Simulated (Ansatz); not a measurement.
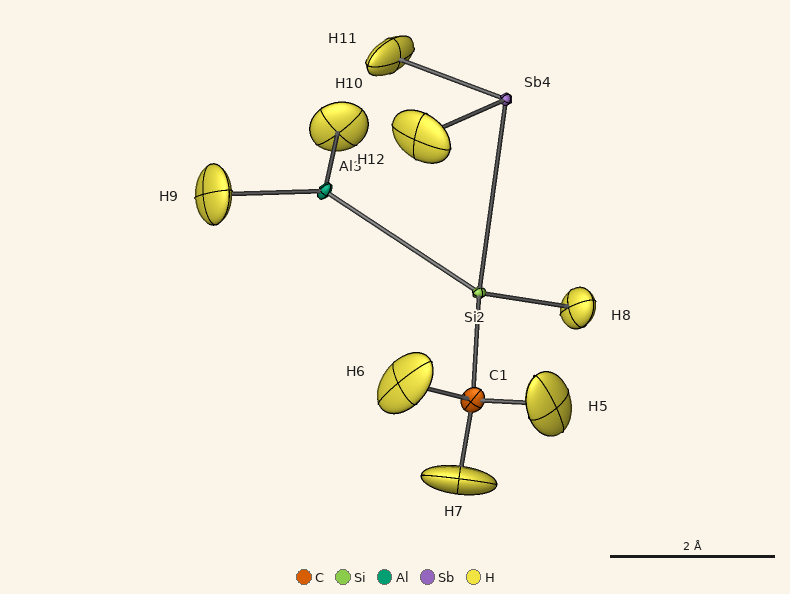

Displacement ellipsoids at the 50 % level, from the internal vibrations of the free molecule (harmonic, no overall translation or rotation; no half-axis is drawn under 0.075 Å). Vibrations computed with RKS PBE0-D4/def2-TZVP, core potentials on Sb (Ansatz 0.2.0). Temperature: 200 K.

### Which atom moves most?

H6, with U_eq = 0.0502 Å².

### Does H6 move more along its bond or across it?

Across it: the root-mean-square amplitude is 0.096 Å along the bond and up to 0.322 Å across, since bending and torsion are softer than stretching.

Give the displacement parameters, one line for each set of equivalent atoms.

```csv
atom,U_eq (Å²),rms amplitudes (Å)
C1,0.0075,"0.038, 0.089, 0.115"
Si2,0.0024,"0.041, 0.049, 0.055"
Al3,0.0031,"0.023, 0.051, 0.079"
Sb4,0.00030,"0.005, 0.016, 0.025"
H5,0.0483,"0.102, 0.202, 0.306"
H6,0.0502,"0.085, 0.200, 0.322"
H7,0.0452,"0.110, 0.186, 0.299"
H8,0.0235,"0.099, 0.160, 0.187"
H9,0.0413,"0.096, 0.238, 0.241"
H10,0.0383,"0.102, 0.212, 0.244"
H11,0.0386,"0.101, 0.154, 0.286"
H12,0.0436,"0.092, 0.203, 0.285"
```
